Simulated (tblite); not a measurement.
**C$_{4}$H$_{6}$GeN$_{2}$O: geometry relaxation (part 1 of 2)**

- system: C$_{4}$H$_{6}$GeN$_{2}$O
- method: GFN2-xTB geometry optimisation, gas phase (tblite 0.8.0)

It belongs to a series of runs on one base structure; here: constitutional isomer.

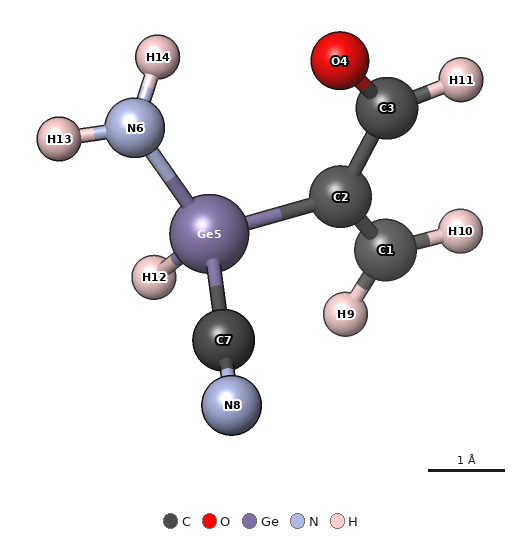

*The starting structure (ball-and-stick view, seen at a tilt; atoms are numbered from 1 in the order of the input). Sticks mark near contacts.*

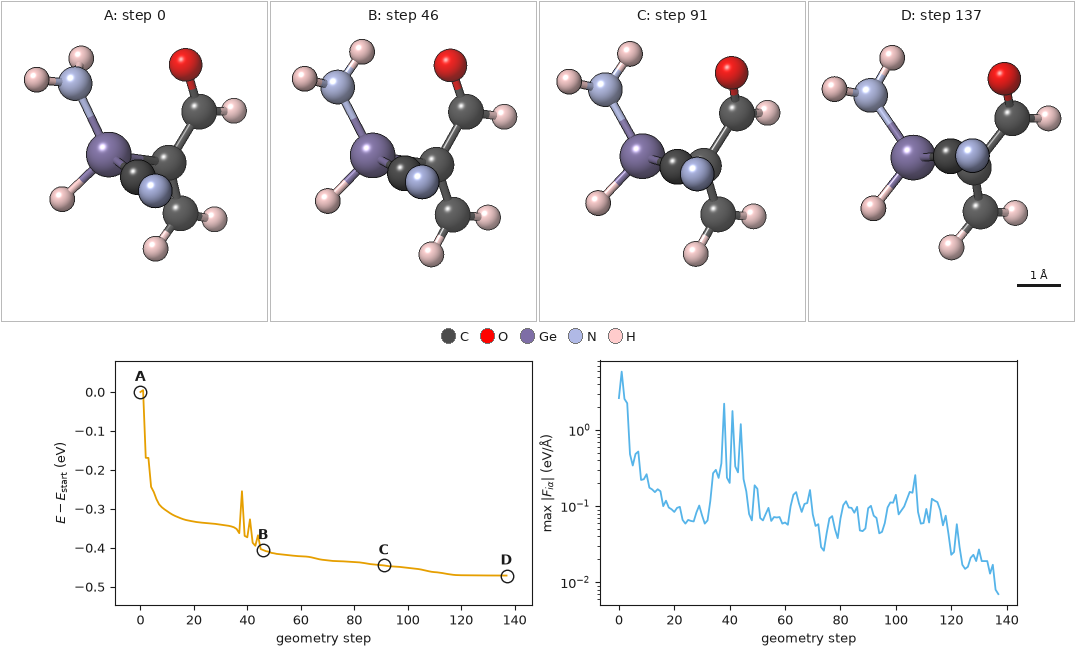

*Frames of the relaxation (ball-and-stick view, seen at a tilt) above the curves, on which the letters mark them (steps are counted from 0).*

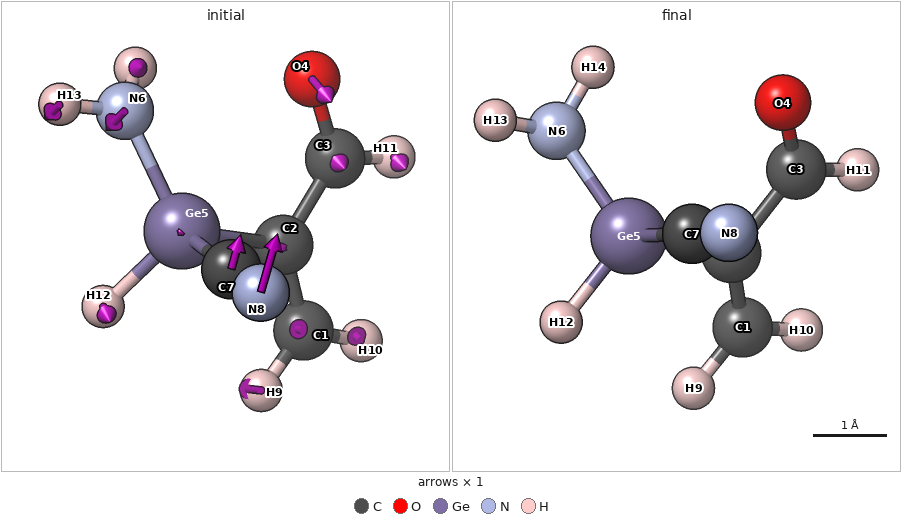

*Before (left) and after (right) the relaxation, at one scale (ball-and-stick view, seen at a tilt). The pink arrows give the displacements, at true length.*

After 137 geometry steps the energy has fallen by 0.471 eV. The largest force component goes from 2.6 to 0.007 eV/Å. The atom that moves furthest after the best rigid fit is N8 (0.86 Å). By element the largest moves are N 0.86 Å, H 0.78 Å, O 0.73 Å, C 0.51 Å, Ge 0.09 Å. Among the contacts that change: C2–Ge5 1.916 → 1.978 Å, Ge5–H12 1.557 → 1.508 Å, Ge5–C7 1.891 → 1.938 Å, C3–O4 1.251 → 1.208 Å. Among the angles that change: H13–N6–H14 117.1° → 108.7°, C3–C2–Ge5 117.8° → 109.9°, C2–C3–H11 124.8° → 117.5°. (Atoms are counted from 1 in the order of the input.)

The input and output of the run follow.

Input:
```
{"job": {"kind": "relax", "xc": "GFN2-xTB", "basis": "xTB"}, "charge": 0, "multiplicity": 1}
C     -1.712000     0.028200    -1.247500
C     -0.906100    -0.244900    -0.249200
C     -1.327500    -1.057900     0.871400
O     -0.508500    -1.279700     1.790800
Ge     0.889700     0.422200    -0.245400
N      2.067200    -0.619800     0.698400
C      0.851800     2.227500     0.315300
N      0.839900     3.333300     0.657500
H     -1.314200     0.636100    -2.036300
H     -2.741200    -0.329700    -1.272900
H     -2.317400    -1.488900     0.986700
H      1.337600     0.412800    -1.737000
H      3.064100    -0.461100     0.539000
H      1.775800    -1.578600     0.907000
```

The first line tells a small driver script what to run in tblite; the rest is the geometry in Å.

Launch command:
```bash
OMP_NUM_THREADS=1 python <driver script> task.json out
```

The program's output:
```
step      E/eV     max force
  0    -634.84036    3.642
  1    -634.83556    6.099
  2    -635.00915    2.727
  3    -635.00944    3.029
  4    -635.08370    0.588
  5    -635.09686    0.391
  6    -635.11524    0.594
  7    -635.12866    0.620
  8    -635.13595    0.234
  9    -635.14137    0.319
 10    -635.14623    0.329
 11    -635.15081    0.209
 12    -635.15498    0.185
 13    -635.15842    0.166
 14    -635.16140    0.181
 15    -635.16413    0.191
 16    -635.16664    0.143
 17    -635.16871    0.128
 18    -635.17025    0.106
 19    -635.17153    0.108
 20    -635.17279    0.110
 21    -635.17397    0.111
 22    -635.17491    0.105
 23    -635.17561    0.076
 24    -635.17621    0.077
 25    -635.17675    0.069
 26    -635.17728    0.071
 27    -635.17790    0.069
 28    -635.17870    0.088
 29    -635.17972    0.112
 30    -635.18084    0.094
 31    -635.18180    0.067
 32    -635.18258    0.077
 33    -635.18364    0.129
 34    -635.18519    0.280
 35    -635.18746    0.391
 36    -635.19173    0.284
 37    -635.20258    0.515
 38    -635.09503    2.565
 39    -635.20936    0.267
 40    -635.21317    0.256
 41    -635.16702    1.799
 42    -635.22715    0.339
 43    -635.23492    0.285
 44    -635.20787    1.199
 45    -635.24327    0.228
 46    -635.24621    0.159
 47    -635.24884    0.104
 48    -635.24989    0.096
 49    -635.25310    0.201
 50    -635.25421    0.173
 51    -635.25569    0.075
 52    -635.25649    0.070
 53    -635.25738    0.105
 54    -635.25808    0.123
 55    -635.25882    0.084
 56    -635.25951    0.075
 57    -635.26021    0.073
 58    -635.26090    0.081
 59    -635.26145    0.062
 60    -635.26180    0.072
 61    -635.26212    0.071
 62    -635.26258    0.108
 63    -635.26336    0.152
 64    -635.26463    0.171
 65    -635.26628    0.127
 66    -635.26808    0.109
 67    -635.26959    0.130
 68    -635.27072    0.130
 69    -635.27136    0.225
 70    -635.27227    0.093
 71    -635.27315    0.068
 72    -635.27382    0.066
 73    -635.27420    0.033
 74    -635.27440    0.034
 75    -635.27460    0.052
 76    -635.27490    0.080
 77    -635.27533    0.080
 78    -635.27578    0.054
 79    -635.27613    0.050
 80    -635.27645    0.080
 81    -635.27687    0.122
 82    -635.27754    0.142
 83    -635.27846    0.122
 84    -635.27954    0.139
 85    -635.28071    0.096
 86    -635.28187    0.139
 87    -635.28265    0.068
 88    -635.28328    0.059
 89    -635.28387    0.070
 90    -635.28445    0.146
 91    -635.28527    0.128
 92    -635.28636    0.095
 93    -635.28728    0.072
 94    -635.28783    0.047
 95    -635.28820    0.074
 96    -635.28856    0.086
 97    -635.28911    0.099
 98    -635.28990    0.114
 99    -635.29076    0.115
100    -635.29160    0.145
101    -635.29221    0.086
102    -635.29289    0.092
103    -635.29359    0.102
104    -635.29462    0.125
105    -635.29577    0.158
106    -635.29741    0.161
107    -635.29897    0.298
108    -635.30041    0.085
109    -635.30171    0.062
110    -635.30251    0.068
111    -635.30301    0.094
112    -635.30390    0.064
113    -635.30493    0.130
114    -635.30622    0.147
115    -635.30743    0.123
116    -635.30842    0.107
117    -635.30938    0.074
118    -635.31000    0.090
119    -635.31030    0.054
120    -635.31047    0.034
121    -635.31056    0.034
122    -635.31066    0.063
123    -635.31077    0.031
124    -635.31087    0.020
125    -635.31092    0.020
126    -635.31096    0.023
127    -635.31100    0.023
128    -635.31104    0.025
129    -635.31108    0.021
130    -635.31112    0.030
131    -635.31115    0.020
132    -635.31119    0.020
133    -635.31123    0.021
134    -635.31126    0.015
135    -635.31129    0.018
136    -635.31131    0.012
137    -635.31132    0.008
```

Trajectory as extended XYZ (Å, eV, eV/Å), 16 of the 138 frames kept, from step=0 to step=137:
```
14
Properties=species:S:1:pos:R:3:forces:R:3 step=0 energy=-634.84036
C    -1.7120    0.0282   -1.2475   -0.9880   0.0970  -0.6850
C    -0.9061   -0.2449   -0.2492   -0.4950  -0.6800   0.8010
C    -1.3275   -1.0579    0.8714    2.4800  -0.4530   2.6290
O    -0.5085   -1.2797    1.7908   -1.7230   0.3680  -1.7880
Ge    0.8897    0.4222   -0.2454    1.6070  -1.2130  -0.2650
N     2.0672   -0.6198    0.6984   -0.2580   0.4250  -0.2570
C     0.8518    2.2275    0.3153    0.1840   2.0850   0.7770
N     0.8399    3.3333    0.6575   -0.0380  -1.5190  -0.5130
H    -1.3142    0.6361   -2.0363   -0.3300   0.1160  -0.4320
H    -2.7412   -0.3297   -1.2729    0.2860   0.1970  -0.1890
H    -2.3174   -1.4889    0.9867   -0.4560   0.0530  -0.4450
H     1.3376    0.4128   -1.7370   -0.1770   0.2720   0.3160
H     3.0641   -0.4611    0.5390   -0.5860  -0.4450   0.1760
H     1.7758   -1.5786    0.9070    0.4930   0.6970  -0.1230
14
Properties=species:S:1:pos:R:3:forces:R:3 step=9 energy=-635.14137
C    -1.7405    0.0218   -1.2449   -0.0930  -0.0310  -0.0560
C    -0.9201   -0.2749   -0.2395    0.0420   0.0310  -0.0060
C    -1.2960   -1.0706    0.9281    0.0530  -0.0170  -0.0190
O    -0.5283   -1.3089    1.8288   -0.2260   0.0510  -0.2190
Ge    0.9346    0.3865   -0.2781    0.1720  -0.0610   0.0350
N     2.0744   -0.5776    0.7109    0.0770  -0.0370   0.0220
C     0.9139    2.2191    0.3381    0.0120  -0.0200   0.0000
N     0.8270    3.3180    0.6463    0.0320  -0.0360   0.0040
H    -1.3951    0.6233   -2.0758   -0.0080  -0.0530   0.0620
H    -2.7672   -0.3071   -1.3092   -0.0310  -0.0480   0.1490
H    -2.3321   -1.4593    0.9300   -0.0320   0.0020   0.0290
H     1.3336    0.4723   -1.7424    0.0090   0.1030  -0.0570
H     3.0687   -0.5117    0.5635    0.0490   0.0830  -0.0180
H     1.8263   -1.5314    0.9223   -0.0560   0.0330   0.0740
14
Properties=species:S:1:pos:R:3:forces:R:3 step=18 energy=-635.17025
C    -1.7605    0.0098   -1.2443   -0.0180  -0.0190  -0.0030
C    -0.9087   -0.2843   -0.2661    0.0550   0.0360   0.0050
C    -1.3190   -1.0661    0.8963    0.0960  -0.0360   0.0100
O    -0.5689   -1.3203    1.8050   -0.0960  -0.0170  -0.0410
Ge    0.9596    0.3697   -0.2943    0.0710  -0.0280   0.0090
N     2.1091   -0.5674    0.7134   -0.0170  -0.0200  -0.0480
C     0.9380    2.1906    0.3449   -0.0570   0.0150   0.0110
N     0.8514    3.2902    0.6503    0.0390   0.0180   0.0310
H    -1.4504    0.5976   -2.0950   -0.0570  -0.0270  -0.0030
H    -2.7860   -0.3285   -1.2210   -0.0400   0.0290  -0.0390
H    -2.3671   -1.4297    0.8867    0.0440   0.0330   0.0240
H     1.3509    0.5439   -1.7597    0.0190  -0.0460   0.0260
H     3.1057   -0.5060    0.5709   -0.0420   0.0310  -0.0250
H     1.8452   -1.4999    0.9907    0.0030   0.0320   0.0410
14
Properties=species:S:1:pos:R:3:forces:R:3 step=27 energy=-635.17790
C    -1.7739    0.0019   -1.2446   -0.0100   0.0040  -0.0070
C    -0.9026   -0.2886   -0.2812    0.0110   0.0480   0.0060
C    -1.3141   -1.0658    0.8838    0.0230  -0.0350  -0.0250
O    -0.5723   -1.3432    1.7914   -0.0200   0.0090  -0.0400
Ge    0.9626    0.3699   -0.3025    0.0160  -0.0220  -0.0390
N     2.1130   -0.5746    0.6847   -0.0250   0.0280  -0.0230
C     0.9209    2.1918    0.3518    0.0310  -0.0020  -0.0090
N     0.8835    3.2879    0.6798   -0.0090  -0.0230   0.0150
H    -1.4923    0.5801   -2.1104    0.0150   0.0030   0.0000
H    -2.8020   -0.3275   -1.1980   -0.0210  -0.0140  -0.0110
H    -2.3697   -1.4023    0.8696   -0.0040  -0.0140   0.0630
H     1.3872    0.5323   -1.7589   -0.0040  -0.0030   0.0460
H     3.1085   -0.4888    0.5571   -0.0290  -0.0410   0.0120
H     1.8505   -1.4736    1.0551    0.0250   0.0630   0.0120
14
Properties=species:S:1:pos:R:3:forces:R:3 step=37 energy=-635.20258
C    -1.8159    0.0026   -1.2678   -0.0060  -0.0400   0.0620
C    -0.9247   -0.2709   -0.3154    0.0020   0.0330  -0.1390
C    -1.2999   -1.0687    0.8481   -0.2560   0.0880  -0.2760
O    -0.5157   -1.4137    1.6873    0.3580  -0.0870   0.3600
Ge    0.9531    0.3559   -0.3281    0.0410   0.2040  -0.3650
N     2.1093   -0.6445    0.5667    0.0610  -0.0550  -0.3270
C     0.9177    2.1793    0.3433    0.0220  -0.2070   0.0310
N     0.9551    3.2267    0.8005   -0.0310   0.2190   0.0310
H    -1.5856    0.5690   -2.1586    0.1030  -0.0170   0.1190
H    -2.8335   -0.3519   -1.1839   -0.0550  -0.0050  -0.0260
H    -2.3638   -1.3575    0.9153   -0.1220  -0.0040  -0.0500
H     1.4737    0.5050   -1.7610   -0.1220  -0.0230   0.2000
H     3.1004   -0.4866    0.5171    0.0230  -0.0090   0.1010
H     1.8292   -1.2451    1.3142   -0.0190  -0.0940   0.2790
```
